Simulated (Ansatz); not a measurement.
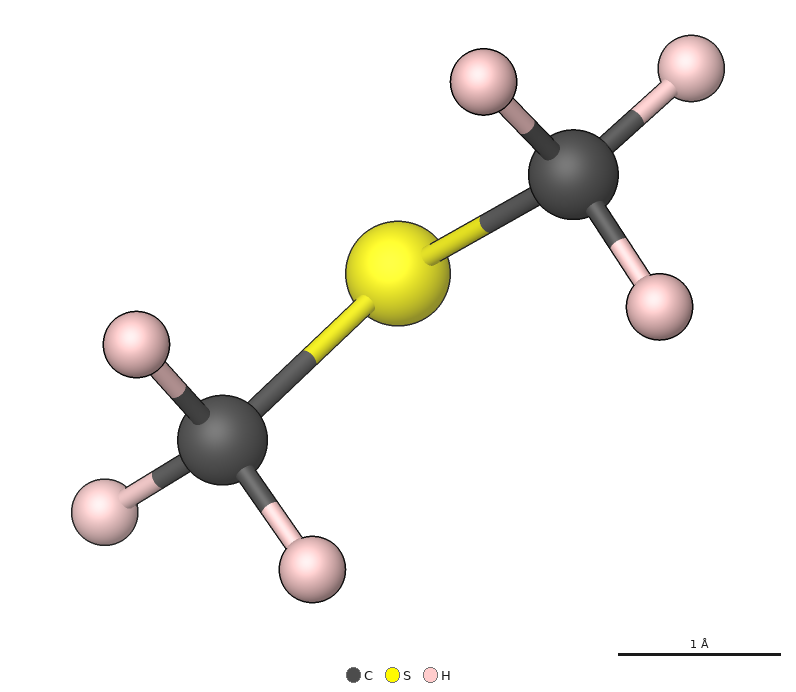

Rendered structure (ball-and-stick style). Every bond is drawn as one stick, whatever its order.

The geometry was computed by an optimisation with PBE0-D4/def2-TZVP.

**What is the molecular formula?**

C2H6S, 9 atoms: 2 carbon, 6 hydrogen and 1 sulfur.

**How many atoms are distinct by symmetry?**

4: 2 C, 1 S, 4 H, 2 H.

**Count the bonded pairs by element.**

6 C–H, 2 C–S.

**Give the symmetry (Schoenflies symbol).**

C2v.

More results for the same structure follow; atom numbers are the same in all pictures, views and colours differ.

## Shape

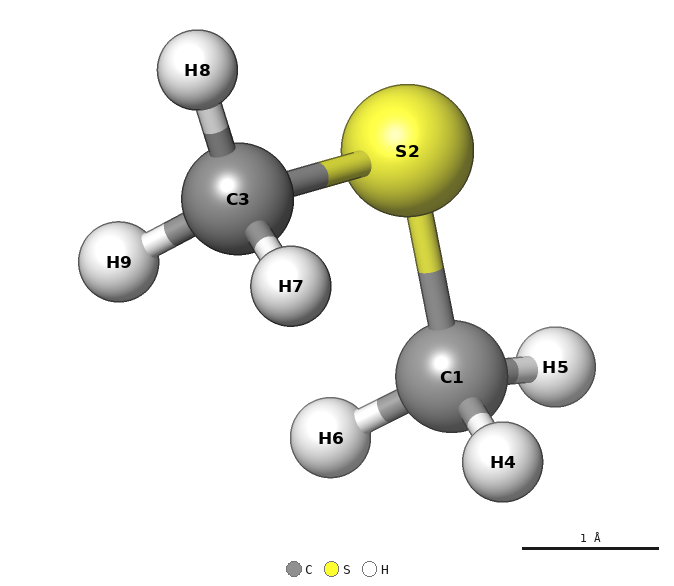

The atoms are numbered.

**How are the neighbours of atom 1 arranged?**

C1 has 4 neighbours (S2 at 1.80, H4 at 1.09, H5 at 1.09, H6 at 1.09 Å); the arrangement is tetrahedral.

**What is the geometry at S2?**

S2 has 2 neighbours (C1 at 1.80, C3 at 1.80 Å); the arrangement is bent.

## Dipole moment

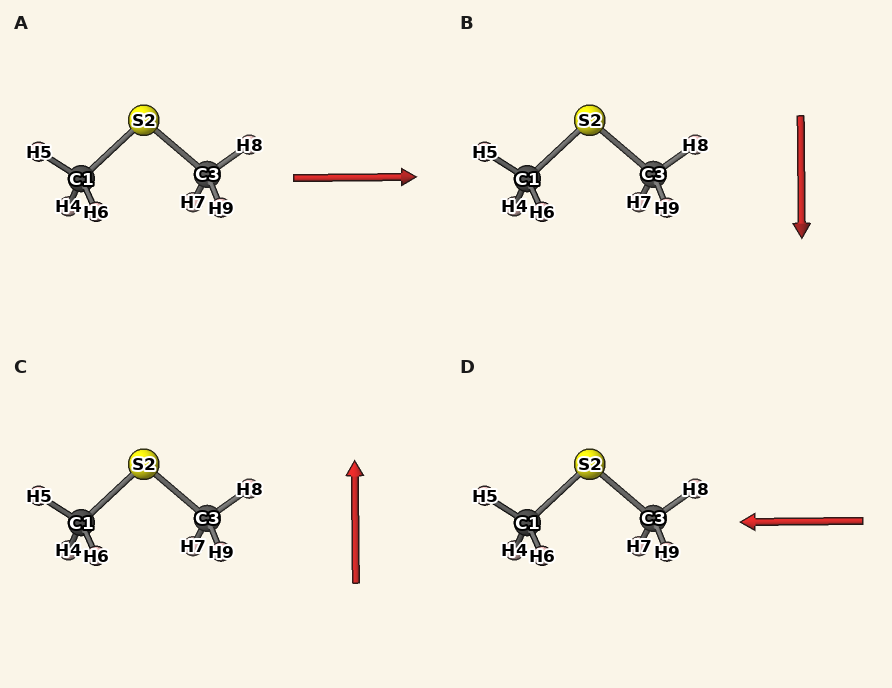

The same molecule four times, each with an arrow. Method: RKS PBE0-D4/def2-TZVP (Ansatz 0.2.0).

**Which arrow points along the dipole moment, from the negative to the positive end?**

B. The dipole moment is 1.59 D; it points from the side of S2 to the side of H4, H6, H7, H9 (the outermost atoms at the two ends).

## Charges

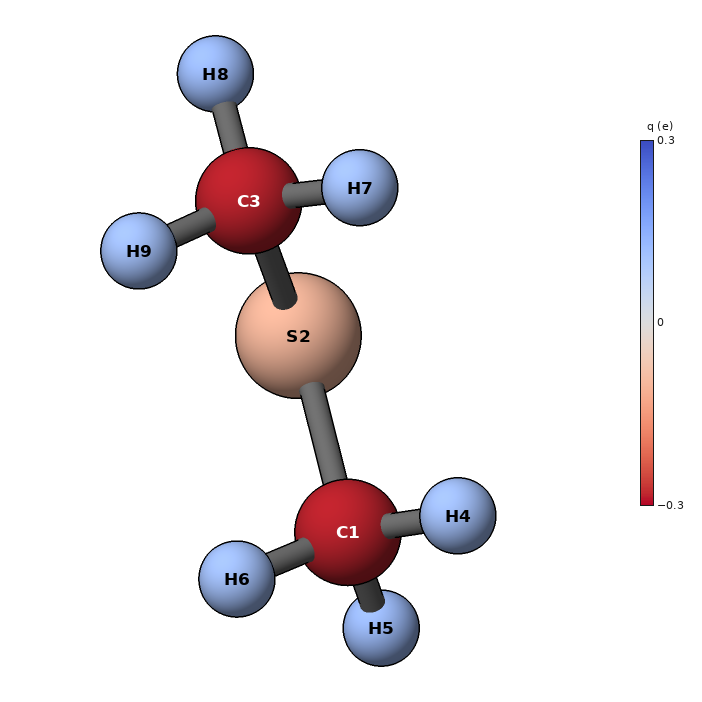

Atoms are coloured by their Mulliken charges. Method: RKS B3LYP-D4/def2-TZVPP (Ansatz 0.2.0).

**Which atom carries the highest charge (most positive or least negative)?**

H5, H8 (0.12 e).

**And the lowest?**

C1, C3 (−0.28 e).

Give the Mulliken charges atom by atom.

```
atom  value (e)
  C1      −0.28
  S2      −0.10
  C3      −0.28
  H4       0.11
  H5       0.12
  H6       0.11
  H7       0.11
  H8       0.12
  H9       0.11
```

## Thermal motion

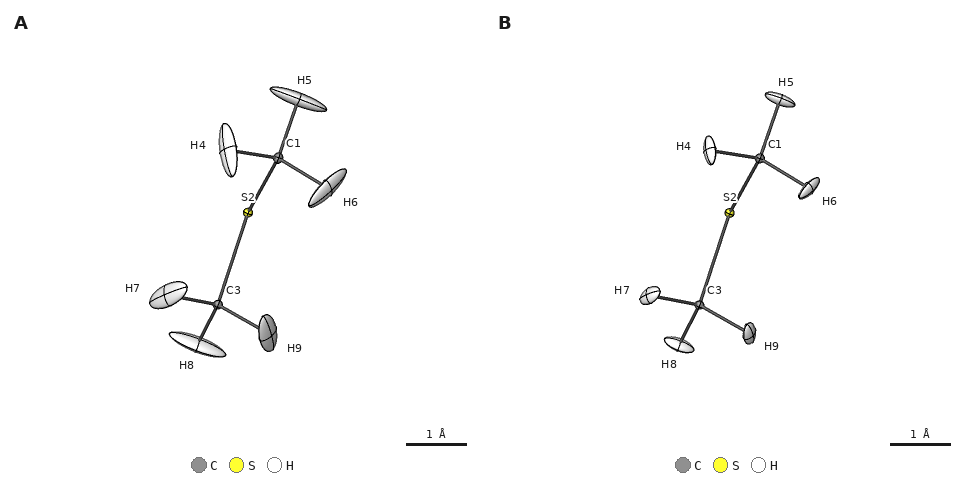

Displacement ellipsoids at the 50 % level, scaled by 0.7, from the internal vibrations of the free molecule (harmonic, no overall translation or rotation; no half-axis is drawn under 0.075 Å). Vibrations computed with RKS PBE0-D4/def2-TZVP (Ansatz 0.2.0). One panel is for 200 K, the other for 900 K.

**Which panel is for 900 K?**

A.

**How much does the mean-square displacement of H8 grow, and why?**

U_eq goes from 0.0277 to 0.0863 Å², a factor of 3.1. Modes below kT (626 cm⁻¹ at 900 K) grow about in proportion to T, and the lowest lies at 187 cm⁻¹; the mean-square amplitude of a mode is its zero-point value times coth(ħω/2kT), which comes close to 1 only above about 3kT.

Mulliken values depend strongly on the basis set and can even reverse the polarity of a bond.
